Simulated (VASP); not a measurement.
Band structure of CdI2 (1T layered). Calculation: RPBE GGA, VASP's PBE PAW potentials (set 64) (plane waves; VASP).

Without a dispersion term in the relaxation, distances and binding between the weakly bound layers, chains or molecules are unreliable, and so is what depends on them. Unless said otherwise, spin-orbit coupling is left out, though it shifts the bands of the heavy elements here.

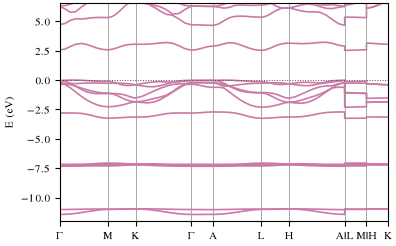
Fig. 1. Bands along high-symmetry lines, zero at the valence-band maximum or, without a gap, the Fermi level

Question: Read the plot: is there a gap, and where are the band edges?

Answer: The gap is indirect, 2.53 eV, from the valence maximum at Γ-M at 0.33 to the conduction minimum at L. (Edges off the drawn lines would not show.)

The compound is CdI2 in the 1T layered structure. It was relaxed first, which changed the volume by +36 %.
